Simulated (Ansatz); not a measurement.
# BH7O2Si2: basis-set convergence

How large a basis does BH7O2Si2 need? Two functionals are run in growing sets.

The runs use Ansatz 0.2.0, Gaussian basis; one geometry, several basis sets.

Plan: PBE0-D4/def2-SVP; ωB97M-V/def2-SVP; PBE0-D4/def2-QZVPP; ωB97M-V/def2-QZVPP; the functionals' def2-TZVPP values are taken from earlier runs.

## 1. The geometry

All runs share one geometry, relaxed beforehand with PBE0-D4 in a triple-zeta def2 set.

12 atoms, charge 0, spin multiplicity 1.

Atoms are counted from 1 here; the program's logs count them from 0.

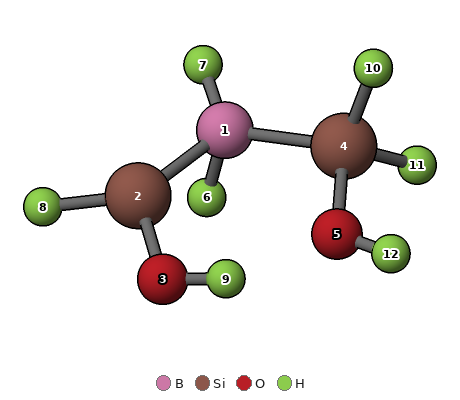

The structure; boron pink, silicon brown, oxygen red, hydrogen green; atoms are numbered from 1 in the order of the file.

## 2. PBE0-D4 in def2-SVP

in.yaml reads:

```yaml
crystal:
  periodic: [false, false, false]
  atoms:
    - {symbol: B, position_ang: [-1.190401, 0.036615, 0.470210]}
    - {symbol: Si, position_ang: [-1.083835, -0.410996, -1.350507]}
    - {symbol: O, position_ang: [0.291459, -0.273303, -2.188763]}
    - {symbol: Si, position_ang: [0.589850, 0.055371, 1.340840]}
    - {symbol: O, position_ang: [1.740765, 0.024158, 0.097515]}
    - {symbol: H, position_ang: [-1.339328, 1.118918, -0.197450]}
    - {symbol: H, position_ang: [-2.204829, -0.196487, 1.058531]}
    - {symbol: H, position_ang: [-2.163865, -0.446425, -2.372418]}
    - {symbol: H, position_ang: [1.055074, -0.189832, -1.579052]}
    - {symbol: H, position_ang: [0.826062, -1.133495, 2.213480]}
    - {symbol: H, position_ang: [0.896855, 1.249407, 2.184845]}
    - {symbol: H, position_ang: [2.659294, 0.110871, 0.356671]}
basis:
  gaussian: {orbitals: def2-SVP}
hamiltonian: {xc: pbe0, dispersion: d4}
output: {orbitals: {seedname: orbitals}}
```

Started as:

```bash
ansatz run in.yaml --threads 4 --pin off --events-out ev --progress --plain --max-ram 10444MiB
```

Log:

```text
Functional definition: PBE0
  name "PBE0"
  cite "Adamo & Barone, J. Chem. Phys. 110, 6158 (1999) doi:10.1063/1.478522"
  cite "Perdew, Burke & Ernzerhof, Phys. Rev. Lett. 77, 3865 (1996) doi:10.1103/PhysRevLett.77.3865"
  parent pbe
  parameter a = 0.25
  parameter kappa = 0.804
  parameter beta = 0.06672455060314922
  exchange = (1 - a)*pbe_x(kappa = kappa, mu = beta*pi^2/3) + a*exact_x
  correlation = pbe_c(beta = beta)
1238 factors; their error is unknown
mean field evaluation 1: about -20611.7193 eV, gradient 6.4e1 eV
mean field evaluation 2: about -20602.9163 eV, gradient 9.3e1 eV
mean field evaluation 4: about -20620.0869 eV, gradient 4.2e0 eV
mean field evaluation 8: about -20620.2399 eV, gradient 1.7e-1 eV
mean field -20620.23995309 eV, -757.7798413753 hartree, gradient 6.8e-5 eV, S^2 0.000000; 0 other end points of the search recorded, 0 dependent functions left out
reference -20620.23998284 eV, -757.7798424687 hartree; 28, 28 occupied and 85, 85 virtual orbitals, 1238 factors
Total energy: -20620.49376362 eV, -757.7891687405 hartree
```

Run time: 1.3 s. Hardware: 4 threads of Arm Neoverse V1, shared host.

## 3. ωB97M-V in def2-SVP

Changes to in.yaml since step 2:

```diff
@@ -17,3 +17,3 @@
   gaussian: {orbitals: def2-SVP}
-hamiltonian: {xc: pbe0, dispersion: d4}
+hamiltonian: {xc: {name: wB97M-V}}
 output: {orbitals: {seedname: orbitals}}
```

Same command.

Log, cut to the lines that bear on the results:

```text
Functional definition: wB97M-V
  name "wB97M-V"
  cite "Mardirossian & Head-Gordon, J. Chem. Phys. 144, 214110 (2016) doi:10.1063/1.4952647"
  cite "Becke, J. Chem. Phys. 107, 8554 (1997) doi:10.1063/1.475007"
  cite "Vydrov & Van Voorhis, J. Chem. Phys. 133, 244103 (2010) doi:10.1063/1.3521275"
  # Of w^i u^j: cxij and so on, Table III.
[...]
  gx(w, u) = 1 - cx + cx01*u + cx10*w
  gss(w, u) = css00 + css04*u^4 + css10*w + css20*w^2 + css43*w^4*u^3
  gos(w, u) = cos00 + cos10*w + (cos20 + cos21*u)*w^2 + (cos60 + cos61*u)*w^6
[...]
      + integral(e_c_pw_mod_opposite_spin*gos(b97_w_opposite, b97_u_opposite)) + vv10(b, c)
1238 factors; their error is unknown
374 factors; integrals over basis functions are off by at most 8.1e-6 eV
[...]
mean field -20629.10035320 eV, -758.1054550736 hartree, gradient 3.3e-5 eV, S^2 0.000000; 0 other end points of the search recorded, 0 dependent functions left out
reference -20629.10039963 eV, -758.1054567800 hartree; 28, 28 occupied and 85, 85 virtual orbitals, 1238 factors
Total energy: -20629.10039963 eV, -758.1054567800 hartree
```

It took 5.5 s on 4 threads of Arm Neoverse V1, shared host.

## 4. PBE0-D4 in def2-QZVPP

Changes to in.yaml since step 3:

```diff
@@ -16,4 +16,4 @@
 basis:
-  gaussian: {orbitals: def2-SVP}
-hamiltonian: {xc: {name: wB97M-V}}
+  gaussian: {orbitals: "def2-QZVPP.json"}
+hamiltonian: {xc: pbe0, dispersion: d4}
 output: {orbitals: {seedname: orbitals}}
```

Launched as before.

Log:

```text
Functional definition: PBE0
  name "PBE0"
  cite "Adamo & Barone, J. Chem. Phys. 110, 6158 (1999) doi:10.1063/1.478522"
  cite "Perdew, Burke & Ernzerhof, Phys. Rev. Lett. 77, 3865 (1996) doi:10.1103/PhysRevLett.77.3865"
  parent pbe
  parameter a = 0.25
  parameter kappa = 0.804
  parameter beta = 0.06672455060314922
  exchange = (1 - a)*pbe_x(kappa = kappa, mu = beta*pi^2/3) + a*exact_x
  correlation = pbe_c(beta = beta)
1757 factors; their error is unknown
mean field evaluation 1: about -20621.7350 eV, gradient 7.7e1 eV
mean field evaluation 2: about -20607.7594 eV, gradient 1.1e2 eV
mean field evaluation 4: about -20632.6099 eV, gradient 5.9e0 eV
mean field evaluation 8: about -20632.7064 eV, gradient 2.2e-1 eV
mean field evaluation 16: about -20632.7178 eV, gradient 1.2e-4 eV
mean field -20632.71775264 eV, -758.2383920512 hartree, gradient 1.2e-5 eV, S^2 0.000000; 0 other end points of the search recorded, 0 dependent functions left out
reference -20632.71779862 eV, -758.2383937409 hartree; 28, 28 occupied and 493, 493 virtual orbitals, 1757 factors
Total energy: -20632.97157941 eV, -758.2477200127 hartree
```

Run time: 13 s. Hardware: 4 threads of Arm Neoverse V1, shared host; peak memory 2.1 GiB.

## 5. ωB97M-V in def2-QZVPP

Changes to in.yaml since step 4:

```diff
@@ -17,3 +17,3 @@
   gaussian: {orbitals: "def2-QZVPP.json"}
-hamiltonian: {xc: pbe0, dispersion: d4}
+hamiltonian: {xc: {name: wB97M-V}}
 output: {orbitals: {seedname: orbitals}}
```

Same command.

Log, cut to the lines that bear on the results:

```text
Functional definition: wB97M-V
  name "wB97M-V"
  cite "Mardirossian & Head-Gordon, J. Chem. Phys. 144, 214110 (2016) doi:10.1063/1.4952647"
  cite "Becke, J. Chem. Phys. 107, 8554 (1997) doi:10.1063/1.475007"
  cite "Vydrov & Van Voorhis, J. Chem. Phys. 133, 244103 (2010) doi:10.1063/1.3521275"
  # Of w^i u^j: cxij and so on, Table III.
[...]
  gx(w, u) = 1 - cx + cx01*u + cx10*w
  gss(w, u) = css00 + css04*u^4 + css10*w + css20*w^2 + css43*w^4*u^3
  gos(w, u) = cos00 + cos10*w + (cos20 + cos21*u)*w^2 + (cos60 + cos61*u)*w^6
[...]
      + integral(e_c_pw_mod_opposite_spin*gos(b97_w_opposite, b97_u_opposite)) + vv10(b, c)
1717 factors; their error is unknown
454 factors; integrals over basis functions are off by at most 8.1e-6 eV
[...]
mean field -20641.73248369 eV, -758.5696773068 hartree, gradient 5.0e-5 eV, S^2 0.000000; 0 other end points of the search recorded, 0 dependent functions left out
reference -20641.73255797 eV, -758.5696800364 hartree; 28, 28 occupied and 493, 493 virtual orbitals, 1717 factors
Total energy: -20641.73255797 eV, -758.5696800364 hartree
```

Run time: 27 s. Hardware: 4 threads of Arm Neoverse V1, shared host; peak memory 2.6 GiB.

## 6. Density functionals: the series

The def2-TZVPP values come from earlier runs at the same geometry.

```tsv
functional	basis	functions	energy (eV)	from the largest (eV)	HOMO (eV)	LUMO (eV)
PBE0-D4	def2-SVP	113	-20620.4938	12.478	-7.45	-1.30
PBE0-D4	def2-TZVPP	275	-20632.1458	0.826	-7.50	-1.47
PBE0-D4	def2-QZVPP	521	-20632.9716	0.000	-7.51	-1.51
ωB97M-V	def2-SVP	113	-20629.1004	12.632	-9.50	0.69
ωB97M-V	def2-TZVPP	275	-20640.9624	0.770	-9.59	0.40
ωB97M-V	def2-QZVPP	521	-20641.7326	0.000	-9.61	0.29
```

## 7. Summary of results

| quantity | value |
| --- | --- |
| PBE0-D4: double and triple zeta above quadruple | 12.48, 0.83 eV |
| ωB97M-V: double and triple zeta above quadruple | 12.63, 0.77 eV |

What this shows: PBE0-D4 gains 11.65 eV from double to triple zeta, then 0.83 eV more. Total energies overstate the basis error of differences, where much of it tends to cancel.

For PBE0-D4 the largest set took about 10 times as long as the smallest (13 s against 1.3 s).
